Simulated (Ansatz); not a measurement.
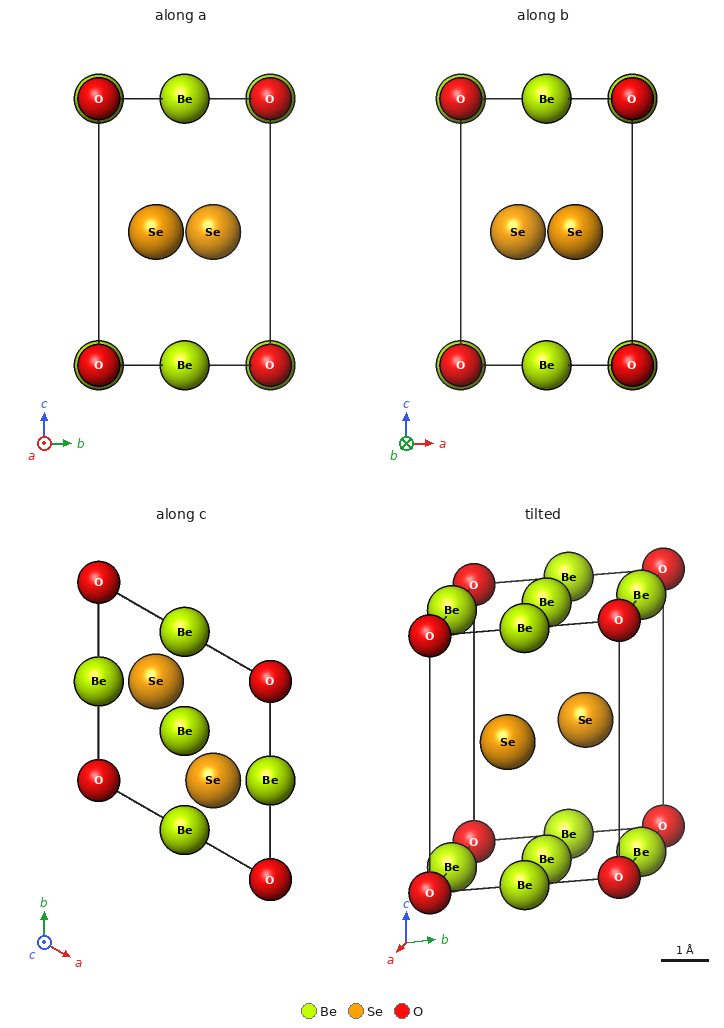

The image is a spheres-only drawing of a crystal, viewed along the a axis, along the b axis, along the c axis and slightly off an axis. The conventional unit cell is outlined; an atom on or near a face, edge or corner is repeated at each equivalent position.

Lattice parameters: a = 4.2672 Å, b = 4.2672 Å, c = 5.7403 Å, α = 90.000°, β = 90.000°, γ = 120.000°.

Give the structure in the form of a CIF with its space group and independent sites.

```cif
data_structure
_symmetry_space_group_name_H-M 'P 6/m m m'
_symmetry_Int_Tables_number 191
_cell_length_a 4.2672
_cell_length_b 4.2672
_cell_length_c 5.7403
_cell_angle_alpha 90.000
_cell_angle_beta 90.000
_cell_angle_gamma 120.000
_cell_volume 90.52
loop_
_atom_site_label
_atom_site_type_symbol
_atom_site_symmetry_multiplicity
_atom_site_Wyckoff_symbol
_atom_site_fract_x
_atom_site_fract_y
_atom_site_fract_z
_atom_site_occupancy
Be1 Be 3 f 0.5000 0.0000 0.0000 1
Se1 Se 2 d 0.3333 0.6667 0.5000 1
O1 O 1 a 0.0000 0.0000 0.0000 1
```

The initial geometry was a random cell made by a generator, so it need not be a real form of the compound. Earlier steps of the study may have refined or changed the cell and positions. It went into a calculation with Ansatz.
